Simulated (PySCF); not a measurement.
C7H13BNP

Input file:

```
{"job": {"kind": "nmr", "xc": "PBE0", "basis": "pcSseg-1"}, "charge": 0, "multiplicity": 1}
C      3.429412    -1.589261    -0.993513
C      2.232559    -0.862967    -0.646372
C      1.248442    -0.253334    -0.308269
P     -0.247824     0.618366    -0.009720
C      0.315097     2.094924     0.915132
B     -1.366838     1.055320    -1.518843
C     -2.537180     1.713584    -0.742406
N     -3.377328     2.191843    -0.119156
C     -1.054279    -0.392583     1.302554
C     -1.512883    -1.736874     0.753359
H      3.300213    -2.647021    -0.765406
H      3.631720    -1.478659    -2.058544
H      4.278451    -1.205576    -0.428205
H     -0.561765     2.688251     1.173233
H      0.853654     1.814379     1.819086
H      0.965384     2.688099     0.273763
H     -0.770520     1.833831    -2.195512
H     -1.685186     0.052530    -2.074796
H     -0.351590    -0.529524     2.129597
H     -1.911057     0.185857     1.660893
H     -0.664859    -2.296466     0.360160
H     -1.988010    -2.327882     1.533978
H     -2.230365    -1.589853    -0.050933
```

Run with:

```sh
OMP_NUM_THREADS=1 python probes_run.py task.json out
```

Geometry: GFN2-xTB.

All numbers below come from PySCF, PBE0/pcSseg-1, SCF density, gas phase, non-relativistic.

Question: What will maps of the electron density and electron localisation function show?

Answer: C–N (1.15 Å): the density is about 3.6 e/Å³ at the midpoint; the ELF peaks at about 0.85 between the atoms (a short, multiple covalent bond).
C–C (1.21 Å): the density is about 2.7 e/Å³ at the midpoint; the ELF peaks at about 0.85 between the atoms (a short, multiple covalent bond).
C–B (1.55 Å): ρ at the midpoint is about 1.3 e/Å³; the ELF peaks at about 0.95 between the atoms (a shared electron pair).
C–P (1.76 Å): ρ is about 1.2 e/Å³ halfway; the ELF peaks at about 0.95 between the atoms, as expected for a covalent bond.

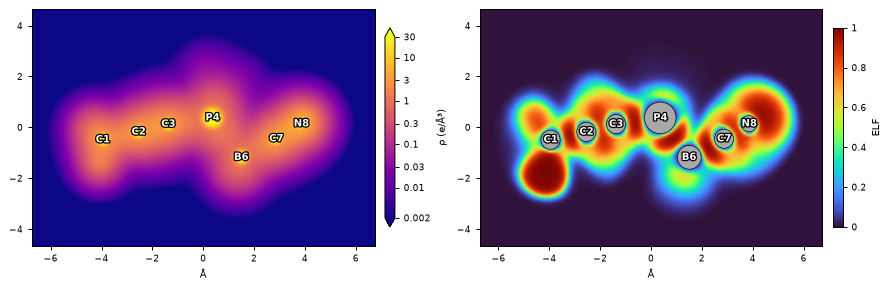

Computed electron density and electron localisation function on the plane of atoms C3, P4 and B6, in this order. Grey discs cover the atomic cores in the ELF map. 
